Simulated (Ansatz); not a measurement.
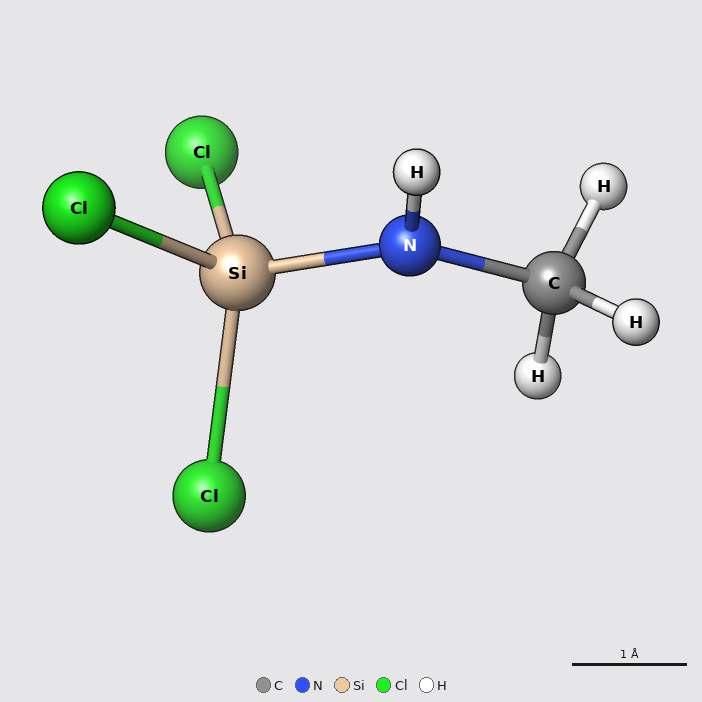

The picture shows the input geometry.

The calculation was set up as follows.

```yaml
crystal:
  periodic: [false, false, false]
  atoms:
    - {symbol: C, position_ang: [0.362661, -1.199626, 0.755704]}
    - {symbol: N, position_ang: [0.649575, -0.077052, -0.115897]}
    - {symbol: Si, position_ang: [-0.464403, 1.085464, -0.595751]}
    - {symbol: Cl, position_ang: [-2.031157, 0.346353, -1.680231]}
    - {symbol: Cl, position_ang: [0.523826, 2.443451, -1.739279]}
    - {symbol: Cl, position_ang: [-1.295599, 1.986267, 1.030059]}
    - {symbol: H, position_ang: [1.222978, -1.420215, 1.391636]}
    - {symbol: H, position_ang: [0.092920, -2.105199, 0.202472]}
    - {symbol: H, position_ang: [-0.470552, -0.948709, 1.414685]}
    - {symbol: H, position_ang: [1.492851, -0.161834, -0.660298]}
basis:
  gaussian: {orbitals: cc-pVDZ, nuclear_model: gaussian}
hamiltonian: {xc: {name: B3LYP}, pseudopotentials: {relativity: scalar}}
```

Command:

```sh
ansatz run in.yaml --threads 8 --pin off --events-out ev --progress --plain --max-ram 18278MiB
```

What the program printed:

```
Functional definition: B3LYP
  name "B3LYP"
  cite "Stephens, Devlin, Chabalowski & Frisch, J. Phys. Chem. 98, 11623 (1994) doi:10.1021/j100096a001"
  cite "Becke, Phys. Rev. A 38, 3098 (1988) doi:10.1103/PhysRevA.38.3098"
  cite "Lee, Yang & Parr, Phys. Rev. B 37, 785 (1988) doi:10.1103/PhysRevB.37.785"
  cite "Vosko, Wilk & Nusair, Can. J. Phys. 58, 1200 (1980) doi:10.1139/p80-159"
  parameter a0 = 0.2
  parameter ax = 0.72
  parameter ac = 0.81
  exchange = (1 - a0 - ax)*slater_x + ax*b88_x + a0*exact_x
  correlation = (1 - ac)*vwn_rpa_c + ac*lyp_c
1203 factors; integrals over basis functions are off by at most 1.3e-3 eV
mean field evaluation 1: about -48154.9196 eV, gradient 5.5e1 eV
mean field evaluation 2: about -48145.6142 eV, gradient 8.3e1 eV
mean field evaluation 4: about -48161.4271 eV, gradient 3.3e0 eV
mean field evaluation 8: about -48161.6646 eV, gradient 3.3e-1 eV
mean field evaluation 16: about -48161.6649 eV, gradient 3.0e-5 eV
mean field -48161.66490326 eV, -1769.9085400458 hartree, gradient 3.0e-5 eV, S^2 0.000000; 0 other end points of the search recorded, 0 dependent functions left out
reference -48161.66517375 eV, -1769.9085499863 hartree; 41, 41 occupied and 79, 79 virtual orbitals, 1203 factors
Total energy: -48161.66517375 eV, -1769.9085499863 hartree
Relativity: scalar
```

Self-consistency was reached.
